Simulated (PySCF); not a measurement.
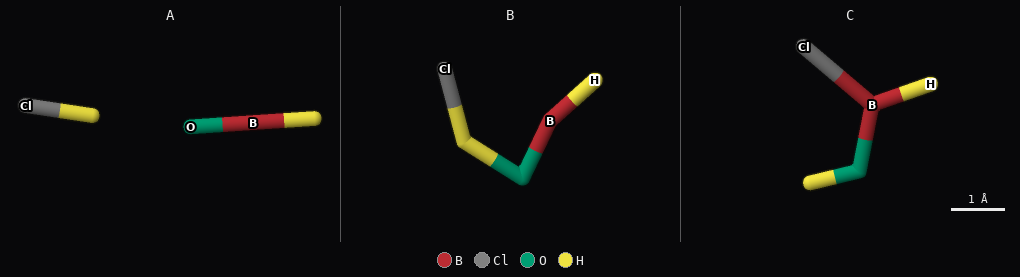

Three geometries of BH₂OCl: a saddle point and the two minima that it joins, in shuffled order. Style: stick. Shown at a tilt. Sticks join atoms that are closer than about 1.2 times the sum of their covalent radii (a little more with hydrogen).

Stationary points at PBE0-D4/def2-TZVP, single-point energies with CCSD(T)/CBS (def2-TZVPP where no basis is named; PySCF 2.14.0). The energies are electronic, without zero-point or thermal terms, and both ends are the minima reached downhill from the saddle, with any fragments still in contact. CCSD(T)/CBS stands for a frozen-core estimate: MP2 correlation extrapolated from def2-TZVPP and def2-QZVPP, CCSD(T) minus MP2 from the smaller set.

Question: Identify the saddle point and describe the reaction.

Answer: Frame B is the saddle point. Counted by bonded pieces, C holds BH₂ClO and A holds BHO + HCl. From C over the saddle to A, a bond forms: Cl–H (2.71 → 1.49 → 1.29 Å). Bonds break: B–Cl (1.77 → 2.28 → 4.39 Å), H–O (0.96 → 1.35 → 1.92 Å). The saddle has one imaginary mode, 1209i cm⁻¹. With CCSD(T)/CBS the barrier is 51.2 kcal/mol from C and 21.9 kcal/mol from A, and A lies 29.3 kcal/mol above C.
